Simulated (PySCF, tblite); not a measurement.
# C₆H₁₂S: dynamics, then NMR shifts on frames, part 2 of 2

tblite 0.8.0 and PySCF 2.14.0. Atoms count from 0. Earlier steps stand in the parts before.

## (6) Shielding tensors: 800 fs, PBE0/pcSseg-1

Job settings and geometry (Å):

```
{"job": {"kind": "nmr", "xc": "PBE0", "basis": "pcSseg-1", "pop": false}, "charge": 0, "multiplicity": 1}
C      3.270500     0.361100    -0.049600
S      2.401600    -0.626900     1.074200
C      0.829000    -0.773000     0.123900
C     -0.048800     0.519000     0.163500
C     -1.552500     0.291200     0.154300
C     -1.765700     1.411500     1.110500
C     -0.218600     1.321700     1.444600
H      3.437300    -0.218900    -0.935200
H      2.659400     1.179200    -0.457400
H      4.116500     0.671300     0.433100
H      1.169200    -1.020300    -0.930500
H      0.346600    -1.669700     0.555800
H      0.229400     1.183300    -0.585700
H     -1.969500    -0.607500     0.506600
H     -2.115800     0.466900    -0.816500
H     -1.926100     2.437800     0.717500
H     -2.429200     1.241900     1.954400
H      0.003100     0.748600     2.333400
H      0.441600     2.200500     1.409500
```

With the program's defaults for keys left out, this is: GIAO PBE0/pcSseg-1 NMR shielding, non-relativistic, gas phase.

Standard output:

```text
coarse grid: 15584 points
cycle   1  E = -633.4279625628  dE =  8.120e-01  |g| = 3.829e-01  |ddm| = 3.850e+00
cycle   2  E = -633.4223207062  dE =  5.642e-03  |g| = 4.308e-01  |ddm| = 8.088e-01
cycle   3  E = -633.4697392414  dE = -4.742e-02  |g| = 4.821e-02  |ddm| = 4.198e-01
cycle   4  E = -633.4702410163  dE = -5.018e-04  |g| = 1.686e-02  |ddm| = 7.663e-02
cycle   5  E = -633.4703068338  dE = -6.582e-05  |g| = 4.362e-03  |ddm| = 2.377e-02
cycle   6  E = -633.4703111462  dE = -4.312e-06  |g| = 1.078e-03  |ddm| = 4.881e-03
final grid: 143464 points
cycle   7  E = -633.5165836264  dE = -4.031e-05  |g| = 1.024e-02  |ddm| = 3.380e-02
cycle   8  E = -633.5165673992  dE =  1.623e-05  |g| = 1.300e-02  |ddm| = 2.085e-02
cycle   9  E = -633.5166097380  dE = -4.234e-05  |g| = 6.548e-04  |ddm| = 1.253e-02
cycle  10  E = -633.5166098300  dE = -9.205e-08  |g| = 2.522e-04  |ddm| = 1.005e-03
cycle  11  E = -633.5166098458  dE = -1.578e-08  |g| = 5.213e-05  |ddm| = 2.843e-04
cycle  12  E = -633.5166098464  dE = -6.278e-10  |g| = 1.953e-05  |ddm| = 6.986e-05
converged SCF energy = -633.5166098464

GIAO shielding tensors (ppm)
atom      isotropic    diamagn.    paramagn.     s11        s22        s33       span
  0 C      174.303     253.680     -79.378    161.242    166.593    195.073     33.832
  1 S      593.086    1056.931    -463.844    453.454    508.297    817.508    364.054
  2 C      134.416     245.206    -110.790    115.331    135.138    152.780     37.449
  3 C      159.656     246.232     -86.575    130.261    172.654    176.054     45.793
  4 C      161.562     243.872     -82.310    148.228    150.009    186.450     38.222
  5 C      169.168     253.031     -83.864    158.246    167.178    182.079     23.833
  6 C      157.454     250.977     -93.523    137.701    155.102    179.559     41.858
  7 H       30.113      30.347      -0.234     24.300     28.017     38.021     13.721
  8 H       29.889      31.942      -2.053     23.736     30.085     35.846     12.110
  9 H       31.478      30.769       0.709     25.654     27.877     40.903     15.249
 10 H       28.238      30.506      -2.268     23.150     28.240     33.324     10.174
 11 H       28.852      30.369      -1.517     22.782     28.799     34.974     12.192
 12 H       30.119      34.399      -4.281     26.053     31.359     32.944      6.891
 13 H       30.650      31.607      -0.957     27.212     29.200     35.536      8.324
 14 H       28.641      28.821      -0.180     24.511     25.911     35.500     10.989
 15 H       29.144      29.471      -0.327     25.624     26.879     34.928      9.304
 16 H       30.022      29.528       0.494     26.010     26.866     37.191     11.181
 17 H       29.544      31.570      -2.026     25.592     30.453     32.586      6.994
 18 H       29.433      30.794      -1.361     25.187     27.878     35.236     10.049
```

It took 18 s on 1 thread of Intel Xeon 6975P-C, shared host; peak memory 0.89 GiB.

This run: δ C2 52.5, C6 29.5, C3 27.3, C4 25.4, H10 3.48, H14 3.08 ppm.

## (7) Nuclear shieldings: 1000 fs, PBE0/pcSseg-1

Job settings and geometry (Å):

```
{"job": {"kind": "nmr", "xc": "PBE0", "basis": "pcSseg-1", "pop": false}, "charge": 0, "multiplicity": 1}
C      3.175700     0.922500     0.044100
S      2.618700    -0.710600     0.770000
C      0.946500    -0.811600     0.055200
C      0.164400     0.511900    -0.123200
C     -1.324800     0.273600    -0.500100
C     -1.705900     1.112700     0.769700
C     -0.261300     1.191800     1.098400
H      3.253500     0.852400    -1.051900
H      2.432500     1.656700     0.500600
H      4.154800     1.057000     0.560500
H      1.132900    -1.333900    -0.936200
H      0.311600    -1.601800     0.586000
H      0.741900     1.052800    -0.866200
H     -1.693800    -0.801200    -0.479700
H     -1.740000     0.672600    -1.463100
H     -2.148000     2.020300     0.483300
H     -2.319400     0.509200     1.416000
H     -0.121100     0.512800     1.951600
H      0.176600     2.116600     1.450000
```

Level: GIAO PBE0/pcSseg-1 NMR shielding, non-relativistic, gas phase.

Standard output:

```text
coarse grid: 15584 points
cycle   1  E = -633.4296378229  dE =  6.516e-01  |g| = 3.612e-01  |ddm| = 3.853e+00
cycle   2  E = -633.4252531375  dE =  4.385e-03  |g| = 4.067e-01  |ddm| = 7.688e-01
cycle   3  E = -633.4675982832  dE = -4.235e-02  |g| = 5.035e-02  |ddm| = 4.086e-01
cycle   4  E = -633.4681453631  dE = -5.471e-04  |g| = 1.908e-02  |ddm| = 8.644e-02
cycle   5  E = -633.4682295051  dE = -8.414e-05  |g| = 5.132e-03  |ddm| = 2.828e-02
cycle   6  E = -633.4682350458  dE = -5.541e-06  |g| = 1.580e-03  |ddm| = 5.881e-03
final grid: 143464 points
cycle   7  E = -633.5149858001  dE = -5.349e-05  |g| = 1.007e-02  |ddm| = 4.361e-02
cycle   8  E = -633.5149673362  dE =  1.846e-05  |g| = 1.324e-02  |ddm| = 2.060e-02
cycle   9  E = -633.5150115077  dE = -4.417e-05  |g| = 6.718e-04  |ddm| = 1.248e-02
cycle  10  E = -633.5150116098  dE = -1.020e-07  |g| = 2.534e-04  |ddm| = 1.090e-03
cycle  11  E = -633.5150116246  dE = -1.488e-08  |g| = 5.272e-05  |ddm| = 2.522e-04
cycle  12  E = -633.5150116253  dE = -6.296e-10  |g| = 1.487e-05  |ddm| = 6.528e-05
converged SCF energy = -633.5150116253

GIAO shielding tensors (ppm)
atom      isotropic    diamagn.    paramagn.     s11        s22        s33       span
  0 C      161.440     251.798     -90.358    151.834    159.459    173.028     21.195
  1 S      539.904    1055.746    -515.842    389.526    482.147    748.038    358.512
  2 C      135.268     247.759    -112.491    108.857    136.193    160.755     51.898
  3 C      156.932     248.006     -91.074    140.495    157.227    173.073     32.577
  4 C      152.165     247.364     -95.199    130.364    148.447    177.683     47.319
  5 C      174.304     252.068     -77.763    163.973    173.880    185.060     21.087
  6 C      169.492     249.427     -79.934    153.989    162.412    192.076     38.086
  7 H       28.844      29.545      -0.701     24.816     25.903     35.813     10.997
  8 H       27.745      29.711      -1.967     21.492     28.837     32.905     11.413
  9 H       29.003      27.258       1.744     23.997     26.170     36.841     12.844
 10 H       27.240      30.858      -3.618     20.472     28.476     32.771     12.299
 11 H       28.607      30.074      -1.468     23.960     28.061     33.799      9.839
 12 H       29.234      34.056      -4.822     24.174     30.900     32.627      8.452
 13 H       29.049      30.390      -1.341     25.914     27.338     33.895      7.980
 14 H       28.506      29.864      -1.358     25.213     26.173     34.133      8.920
 15 H       30.559      30.909      -0.351     27.071     27.869     36.736      9.665
 16 H       29.769      30.174      -0.405     25.863     26.799     36.646     10.783
 17 H       29.247      30.844      -1.597     25.254     29.857     32.631      7.377
 18 H       30.180      30.174       0.007     25.433     28.944     36.163     10.730
```

It took 19 s on 1 thread of Intel Xeon 6975P-C, shared host; peak memory 0.89 GiB.

In short: δ C2 51.7, C4 34.8, C3 30.0, C0 25.5, H10 4.48, H8 3.97 ppm.

## (8) Comparing the runs: NMR shifts

Shifts (ppm) of some atoms, chosen among heavy atoms and hydrogens apart, with basis size and wall time:

| frame | C2 | C3 | C6 | C0 | H8 | H9 | S1 | functions | time |
| --- | --- | --- | --- | --- | --- | --- | --- | --- | --- |
| 250 fs | 50.1 | 28.7 | 21.3 | 13.4 | 0.99 | 0.00 | -36 | 186 | 25 s |
| 425 fs | 63.7 | 35.9 | 25.7 | 31.4 | 4.54 | 3.52 | -68 | 186 | 19 s |
| 625 fs | 47.0 | 23.6 | 19.6 | 15.1 | 1.30 | -0.98 | -64 | 186 | 19 s |
| 800 fs | 52.5 | 27.3 | 29.5 | 12.6 | 1.83 | 0.24 | -89 | 186 | 18 s |
| 1000 fs | 51.7 | 30.0 | 17.4 | 25.5 | 3.97 | 2.71 | -36 | 186 | 19 s |

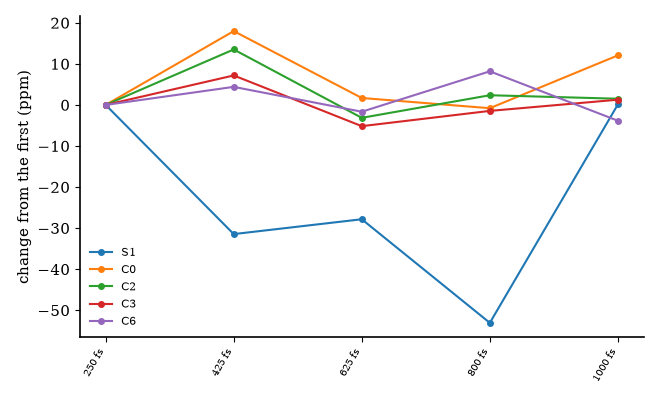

How five of the tabulated atoms move from run to run.

## (9) Summary of results

The summary covers parts 1 to 2.

| quantity | value |
| --- | --- |
| thermostat | 400 K |
| mean temperature, second half | 396 K |
| mean potential energy above the minimum | 0.88 eV |
| ¹³C shifts against TMS (PBE0/pcSseg-1, 250 fs) | 50.1, 28.8, 28.7, 21.3, 20.7, 13.4 ppm |
| ¹H shifts against TMS (PBE0/pcSseg-1, 250 fs) | 4.05, 3.70, 3.67, 2.66, 2.51, 2.40, 2.13, 2.11, 1.97, 0.99, 0.84, 0.00 ppm |
| ³³S shifts against CS2 (PBE0/pcSseg-1, 250 fs) | -36 ppm |
| potential on the surface of density 0.002 e/bohr³, 1st and 99th percentile | -1.25 V and 0.82 V |
| range of the shift of S1 | -89 to -36 ppm |

What this shows: In the second half the potential energy averages 0.88 eV above the minimum; equipartition over 51 harmonic modes at 400 K would give 0.88 eV. With 19 atoms the temperature swings widely (246 to 548 K). Shifts at one fixed geometry are not the observed spectrum, which averages over the motion. In the first frame run (250 fs): The largest span, 324 ppm, is at S1, where the paramagnetic term is -515 ppm. Across the 5 runs the shift of S1 moves most, between -89 (800 fs) and -36 ppm (1000 fs).
